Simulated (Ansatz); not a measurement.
## AlN$_{2}$H$_{6}$F: geometry relaxation (part 2 of 2)

Continued. System: AlN$_{2}$H$_{6}$F. Method: RKS PBE-D4/6-31G* (Ansatz 0.2.0). It belongs to a series of runs on one base structure; here: end point A relaxed.

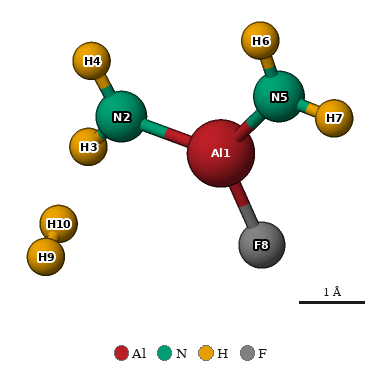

Figure 1. The geometry at step 11 of the log (ball-and-stick view, seen at an oblique angle; atoms are numbered from 1 in the order of the input).

Trajectory as extended XYZ, continued:
```
10
Properties=species:S:1:pos:R:3:forces:R:3 step=5 energy=-12383.84332
Al    0.1777    0.2072    0.2294   -0.0360  -0.0279  -0.1721
N     0.2070    0.1486    2.0146   -0.0478   0.1367   0.2109
H    -0.6614    0.1901    2.5534    0.1222  -0.0325  -0.0390
H     0.9699    0.5562    2.5603   -0.0887  -0.0976  -0.0436
N     1.6622    0.3874   -0.7405   -0.0015   0.0068  -0.0423
H     2.6085    0.3963   -0.3647   -0.0042   0.0033  -0.0060
H     1.6802    0.4053   -1.7594   -0.0023  -0.0036   0.0537
F    -1.2871    0.0671   -0.5688    0.0562   0.0063   0.0307
H    -0.1800   -2.9591    0.6451   -0.0017   0.0009   0.0156
H    -0.0361   -2.4713    1.2022    0.0038   0.0077  -0.0079
10
Properties=species:S:1:pos:R:3:forces:R:3 step=6 energy=-12383.84666
Al    0.1818    0.2251    0.1998   -0.0468   0.0056  -0.1444
N     0.1913    0.1576    1.9820    0.2396   0.1965   0.5585
H    -0.6637    0.1542    2.5457    0.1618  -0.0235  -0.1434
H     0.9883    0.4550    2.5669   -0.4042  -0.1884  -0.3364
N     1.6708    0.4265   -0.7594    0.0044  -0.0037  -0.0075
H     2.6154    0.4338   -0.3793   -0.0076   0.0088  -0.0084
H     1.6933    0.4481   -1.7777   -0.0031  -0.0078   0.0342
F    -1.2763    0.0957   -0.6117    0.0528   0.0078   0.0384
H    -0.2051   -3.0185    0.7614    0.0426   0.1495   0.1422
H    -0.0548   -2.4498    1.2437   -0.0395  -0.1448  -0.1331
10
Properties=species:S:1:pos:R:3:forces:R:3 step=7 energy=-12383.85081
Al    0.1773    0.2374    0.1950   -0.0211  -0.0016  -0.1104
N     0.1868    0.1538    1.9773    0.1711   0.1469   0.3907
H    -0.6684    0.1512    2.5379    0.1260  -0.0165  -0.0920
H     0.9870    0.4315    2.5609   -0.3060  -0.1404  -0.2355
N     1.6698    0.4263   -0.7608    0.0006   0.0000  -0.0081
H     2.6137    0.4284   -0.3792   -0.0069   0.0072  -0.0058
H     1.6942    0.4483   -1.7788   -0.0015  -0.0045   0.0234
F    -1.2818    0.1278   -0.6160    0.0347   0.0070   0.0264
H    -0.1837   -3.0348    0.7914    0.0123   0.0554   0.0539
H    -0.0538   -2.4421    1.2436   -0.0093  -0.0536  -0.0425
10
Properties=species:S:1:pos:R:3:forces:R:3 step=8 energy=-12383.85700
Al    0.1684    0.2772    0.1743   -0.0212   0.0152  -0.0609
N     0.1638    0.1643    1.9543    0.1349   0.0521   0.2024
H    -0.6881    0.1370    2.5137    0.0324  -0.0034  -0.0284
H     0.9763    0.3358    2.5529   -0.1716  -0.0640  -0.1394
N     1.6694    0.4336   -0.7731   -0.0010  -0.0014  -0.0020
H     2.6117    0.4187   -0.3876   -0.0092   0.0018  -0.0048
H     1.6981    0.4575   -1.7906    0.0020   0.0028   0.0066
F    -1.2935    0.2439   -0.6383    0.0371  -0.0098   0.0207
H    -0.1494   -3.0817    0.8809    0.0096  -0.0037   0.0193
H    -0.0156   -2.4585    1.2849   -0.0129   0.0104  -0.0134
10
Properties=species:S:1:pos:R:3:forces:R:3 step=9 energy=-12383.86185
Al    0.1696    0.3008    0.1569   -0.0023   0.0048  -0.0097
N     0.1544    0.1655    1.9362   -0.0041   0.0049  -0.0100
H    -0.6965    0.1296    2.4942   -0.0007  -0.0034   0.0007
H     0.9745    0.2310    2.5359   -0.0009  -0.0153  -0.0013
N     1.6733    0.4536   -0.7858    0.0063  -0.0019   0.0016
H     2.6157    0.4389   -0.4013   -0.0032   0.0056   0.0037
H     1.7018    0.4906   -1.8027    0.0003  -0.0006  -0.0050
F    -1.2874    0.2959   -0.6629    0.0056  -0.0010   0.0153
H    -0.1306   -3.1203    0.9769    0.0025  -0.0185   0.0127
H    -0.0339   -2.4578    1.3241   -0.0034   0.0254  -0.0080
10
Properties=species:S:1:pos:R:3:forces:R:3 step=10 energy=-12383.84193 accepted=F
Al    0.1708    0.3289    0.1334   -0.0161   0.0169  -0.0432
N     0.1391    0.1634    1.9087    0.5231  -0.0742   0.3659
H    -0.7105    0.1070    2.4658   -0.0375  -0.0058   0.0027
H     0.9710    0.0717    2.5142   -0.4876   0.0490  -0.3781
N     1.6788    0.4765   -0.8028    0.0070  -0.0030  -0.0017
H     2.6207    0.4731   -0.4172   -0.0024   0.0058   0.0099
H     1.7080    0.5257   -1.8193   -0.0008  -0.0028  -0.0003
F    -1.2831    0.3773   -0.6911    0.0114   0.0049   0.0198
H    -0.1016   -3.1844    1.1631    0.0614   1.0146   0.1843
H    -0.0523   -2.4115    1.3165   -0.0586  -1.0055  -0.1594
10
Properties=species:S:1:pos:R:3:forces:R:3 step=11 energy=-12383.86368
Al    0.1704    0.3129    0.1433   -0.0042  -0.0020  -0.0099
N     0.1492    0.1487    1.9199    0.0347   0.0092   0.0259
H    -0.7009    0.0991    2.4781   -0.0039   0.0000  -0.0082
H     0.9725    0.1531    2.5205   -0.0330  -0.0149  -0.0310
N     1.6768    0.4655   -0.7947    0.0020   0.0013  -0.0027
H     2.6183    0.4592   -0.4078   -0.0034   0.0043   0.0041
H     1.7072    0.5069   -1.8115    0.0017   0.0016  -0.0005
F    -1.2862    0.3319   -0.6765    0.0047   0.0042   0.0103
H    -0.1188   -3.1325    1.0722    0.0229   0.2428   0.0921
H    -0.0475   -2.4170    1.3279   -0.0214  -0.2465  -0.0802
10
Properties=species:S:1:pos:R:3:forces:R:3 step=12 energy=-12383.86591
Al    0.1692    0.3287    0.1290   -0.0095  -0.0006  -0.0006
N     0.1421    0.1369    1.9030    0.1199   0.0018   0.0616
H    -0.7088    0.0894    2.4595   -0.0220  -0.0013   0.0018
H     0.9663    0.0866    2.5037   -0.1005  -0.0007  -0.0855
N     1.6791    0.4786   -0.8037   -0.0015  -0.0012  -0.0055
H     2.6194    0.4635   -0.4144   -0.0025   0.0047   0.0044
H     1.7122    0.5339   -1.8198    0.0025   0.0004   0.0020
F    -1.2861    0.3815   -0.6925    0.0144   0.0025   0.0170
H    -0.1105   -3.1453    1.1368    0.0127   0.1152   0.0500
H    -0.0419   -2.4262    1.3698   -0.0136  -0.1209  -0.0452
10
Properties=species:S:1:pos:R:3:forces:R:3 step=13 energy=-12383.86753
Al    0.1692    0.3578    0.1113   -0.0358  -0.0033   0.0038
N     0.1359    0.1307    1.8818    0.0532  -0.0105   0.0221
H    -0.7164    0.0874    2.4372   -0.0093  -0.0019  -0.0137
H     0.9552    0.0074    2.4762   -0.0479   0.0075  -0.0546
N     1.6834    0.4995   -0.8157   -0.0055  -0.0021  -0.0060
H     2.6219    0.4766   -0.4225   -0.0031   0.0046   0.0022
H     1.7204    0.5694   -1.8307    0.0042   0.0000   0.0041
F    -1.2852    0.4550   -0.7100    0.0447   0.0015   0.0335
H    -0.0956   -3.2004    1.2517    0.0090   0.1484   0.0263
H    -0.0478   -2.4556    1.3921   -0.0093  -0.1442  -0.0178
10
Properties=species:S:1:pos:R:3:forces:R:3 step=14 energy=-12383.86834
Al    0.1703    0.3636    0.0999   -0.0341   0.0044   0.0020
N     0.1338    0.1083    1.8663    0.0254  -0.0032   0.0145
H    -0.7198    0.0612    2.4197   -0.0027   0.0018  -0.0136
H     0.9506   -0.0406    2.4572   -0.0257   0.0076  -0.0341
N     1.6862    0.5107   -0.8233   -0.0075  -0.0036  -0.0067
H     2.6237    0.4850   -0.4278   -0.0007   0.0024   0.0017
H     1.7256    0.5938   -1.8372    0.0041   0.0004   0.0057
F    -1.2830    0.4869   -0.7194    0.0416  -0.0040   0.0304
H    -0.0927   -3.1925    1.3002    0.0000   0.0586   0.0179
H    -0.0539   -2.4486    1.4358   -0.0004  -0.0644  -0.0179
10
Properties=species:S:1:pos:R:3:forces:R:3 step=15 energy=-12383.86875
Al    0.1718    0.3756    0.0938   -0.0220  -0.0036  -0.0012
N     0.1333    0.1041    1.8571    0.0131  -0.0031   0.0063
H    -0.7215    0.0532    2.4081    0.0023   0.0011  -0.0081
H     0.9488   -0.0590    2.4453   -0.0144   0.0054  -0.0164
N     1.6885    0.5202   -0.8283   -0.0045  -0.0008  -0.0079
H     2.6252    0.4954   -0.4311    0.0010   0.0013   0.0010
H     1.7296    0.6090   -1.8417    0.0030   0.0019   0.0070
F    -1.2809    0.5109   -0.7234    0.0238  -0.0012   0.0176
H    -0.1033   -3.2140    1.3470    0.0006  -0.0187  -0.0019
H    -0.0506   -2.4676    1.4446   -0.0029   0.0177   0.0036
10
Properties=species:S:1:pos:R:3:forces:R:3 step=16 energy=-12383.86884
Al    0.1749    0.3784    0.0871   -0.0070   0.0100  -0.0009
N     0.1363    0.0983    1.8484    0.0006  -0.0068   0.0014
H    -0.7191    0.0446    2.3983    0.0030   0.0008  -0.0017
H     0.9513   -0.0698    2.4350   -0.0032   0.0003  -0.0009
N     1.6917    0.5305   -0.8334   -0.0012  -0.0023  -0.0071
H     2.6279    0.5097   -0.4348    0.0006  -0.0007   0.0003
H     1.7339    0.6296   -1.8458    0.0019   0.0008   0.0051
F    -1.2778    0.5225   -0.7268    0.0048  -0.0050   0.0029
H    -0.1101   -3.2329    1.3819   -0.0028   0.0048  -0.0002
H    -0.0682   -2.4832    1.4615    0.0033  -0.0021   0.0010
```

The run was set up as follows.

Input:
```yaml
crystal:
  periodic: [false, false, false]
  atoms:
    - { symbol: Al, position_ang: [0.141588, 0.1247, 0.194901] }
    - { symbol: "N", position_ang: [0.183009, -0.023018, 2.063308] }
    - { symbol: H, position_ang: [-0.699265, 0.089593, 2.566834] }
    - { symbol: H, position_ang: [0.923174, 0.457403, 2.57868] }
    - { symbol: "N", position_ang: [1.638414, 0.279792, -0.752953] }
    - { symbol: H, position_ang: [2.580922, 0.280147, -0.367518] }
    - { symbol: H, position_ang: [1.667608, 0.325112, -1.769913] }
    - { symbol: F, position_ang: [-1.331338, 0.096724, -0.593016] }
    - { symbol: H, position_ang: [-0.021461, -2.591414, 0.662365] }
    - { symbol: H, position_ang: [0.05825, -2.111339, 1.188712] }
basis:
  gaussian: { orbitals: "6-31G*" }
hamiltonian:
  xc: pbe
  dispersion: d4
relax:
  f_tol: 0.03
  max_steps: 50
```

Run as:
```bash
ansatz run input.yaml --threads 1 --pin off --max-ram 2048MiB --backend cpu --events-out ev --progress --plain --runs-dir out
```

Summary:

- outcome: converged
- total energy: −12383.8689 eV
- mean-field energy: −12383.7258 eV
- largest force (length of the vector) at the end: 0.012 eV/Å
- hardware: 1 thread of Arm Neoverse V1, 24 GiB of memory available, shared host
- wall time: 42 s
- peak memory: 0.12 GiB
